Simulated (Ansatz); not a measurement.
# PbSe: pressure series

Consider PbSe in the rock salt structure (space group Fm-3m, No. 225).

```yaml
crystal:
  lattice:
    - [0.00000, 3.05080, 3.05080]
    - [3.05080, 0.00000, 3.05080]
    - [3.05080, 3.05080, 0.00000]
  atoms:
    - { symbol: Pb, position: [0.00000, 0.00000, 0.00000] }
    - { symbol: Se, position: [0.50000, 0.50000, 0.50000] }
```

Cell and atoms are relaxed at each pressure.

The values are results of Ansatz (an electronic-structure program), PBEsol, PAW, cutoff 420 eV, spin-orbit coupling left out, not measurements.

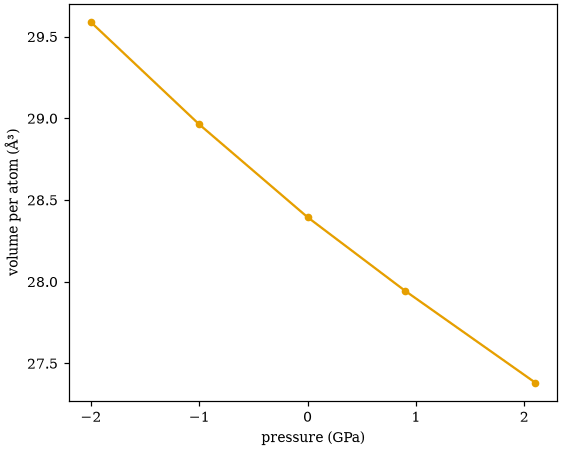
Volume per atom against pressure

```
pressure (GPa)  volume per atom
--------------  ---------------
-2                     29.59 Å³
-1                     28.96 Å³
0.9                    27.94 Å³
2.1                    27.38 Å³
```

Load acts through the strain it causes; cell and atoms are relaxed under it. Stability against distortions was not tested. The final runs are not spin-polarised.
